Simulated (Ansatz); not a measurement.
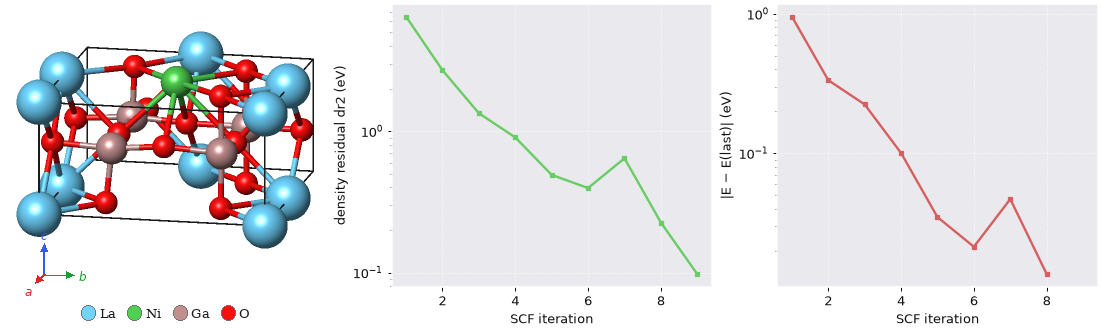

Beside the plot: the structure.

The plot shows the SCF iterations of a calculation: density residual dr2, distance of the Harris–Foulkes energy from its last value. The run starts from the density of an earlier run. The starting density is a sum of atomic densities corrected by a trained network.

La3NiGa4O12 (defect cell, 20 atoms in the cell, total charge −1), run with Ansatz.

```
crystal:
  lattice:
    - [7.729308, 0.000000, 0.000000]
    - [0.000000, 7.729308, 0.000000]
    - [0.000000, 0.000000, 3.864654]
  atoms:
    - { symbol: La, position: [0.993912, 0.999441, 0.997476] }
    - { symbol: La, position: [0.005312, 0.503218, 0.996022] }
    - { symbol: La, position: [0.508942, 0.996960, 0.008461] }
    - { symbol: Ni, position: [0.491316, 0.501657, 0.983972] }
    - { symbol: Ga, position: [0.254345, 0.253939, 0.533456] }
    - { symbol: Ga, position: [0.257363, 0.763460, 0.497625] }
    - { symbol: Ga, position: [0.735765, 0.266099, 0.486690] }
    - { symbol: Ga, position: [0.745981, 0.754227, 0.498592] }
    - { symbol: O, position: [0.251413, 0.262958, 0.980154] }
    - { symbol: O, position: [0.251766, 0.757055, 0.990480] }
    - { symbol: O, position: [0.758816, 0.244857, 0.012147] }
    - { symbol: O, position: [0.747658, 0.750589, 0.007535] }
    - { symbol: O, position: [0.012210, 0.267645, 0.483424] }
    - { symbol: O, position: [0.007291, 0.738804, 0.519347] }
    - { symbol: O, position: [0.508483, 0.248246, 0.503067] }
    - { symbol: O, position: [0.495693, 0.761289, 0.471468] }
    - { symbol: O, position: [0.259533, 0.004870, 0.497074] }
    - { symbol: O, position: [0.248390, 0.493499, 0.498912] }
    - { symbol: O, position: [0.752855, 0.007705, 0.524593] }
    - { symbol: O, position: [0.757496, 0.501189, 0.538241] }
kpoints:
  mp_grid: { grid: [2, 2, 2], shift: [0.5, 0.5, 0.5] }
hamiltonian:
  xc: pbesol
total_charge: -1
scf:
  occupations: { method: fermi_dirac, width: 0.01 }
  max_iter: 9
output:
  forces: true
  eigenvalues: true
  stress: true
```

Command:
```bash
ansatz run in.yaml --threads 7 --pin off --max-ram 13300MiB --runs-dir r --events-out ev --progress --plain
```

Was self-consistency reached?

Answer. The run gave up at step 9 without converging. The residual is still falling at the last step (down to 0.1).

What is the residual at the start and at the end?

Answer. It starts near 6 and ends near 0.1 eV.
